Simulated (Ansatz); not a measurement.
White tin (β-Sn) was calculated with BLYP in Ansatz (plane waves, PAW).

Run with plane-wave cutoff 520 eV, 20×20×20 k mesh, Fermi–Dirac smearing 0.05 eV, scalar-relativistic PAW data made under PBE.

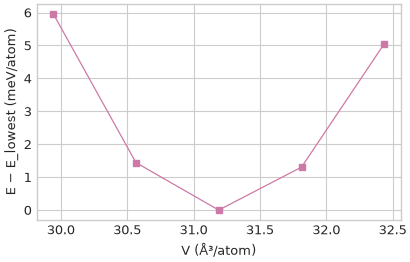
Fig. 1. Total energy against volume

From the curve, estimate the equilibrium volume and the bulk modulus.

V0 ≈ 31.2 Å³/atom and B0 ≈ 35 GPa; the fit gives V0 = 31.193 Å³/atom, B0 = 35.2 GPa, B′ = 4.8.

Shape and atoms are relaxed at each volume.

Measured, for comparison: bulk modulus 57.0 GPa (temperature not stated, not corrected to a static lattice; as tabulated in Chen et al. (2023), arXiv:2209.05059). Computed (rounded) less measured: bulk modulus -38 %.

Note: the cell is over a tenth larger than the published one: the level's own overestimate first of all, though another phase or state, or a fault of the published cell, is possible; the bulk modulus comes from volumes at which shape and atoms were relaxed.

Spin–orbit coupling is not included.

Computed values are for the static lattice.

Computing time: roughly 20 core-minutes.

Ansatz is a first-principles code.
